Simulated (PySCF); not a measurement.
Vertical excitations of a molecule C2H9ClOSi2 from TDA-PBE/def2-SVPD (PySCF 2.14.0), as energy in eV (oscillator strength): 5.64 (0.001), 5.91 (0.002), 5.96 (0.004), 6.46 (0.027), 6.62 (0.019), 6.67 (0.008). Lowest triplet (TDA): 5.37 eV. Geometry: B3LYP-D3(BJ)/def2-SVP. One conformer was computed; it need not be the lowest.

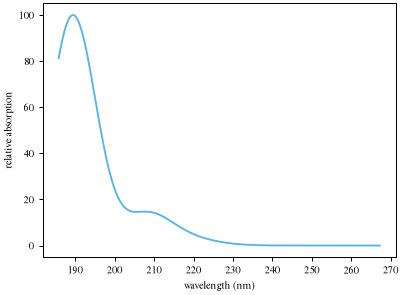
Figure: The lines broadened by 0.4 eV.

Q: Which structure fits?
(A) C[Si@@H](Cl)[SiH2]CO
(B) CC[Si@@H](Cl)[SiH2]O
(C) C[Si@@H](Cl)[C@@H](O)[SiH3]
(D) C[Si@]([SiH3])(Cl)CO

A: C, C[Si@@H](Cl)[C@@H](O)[SiH3]
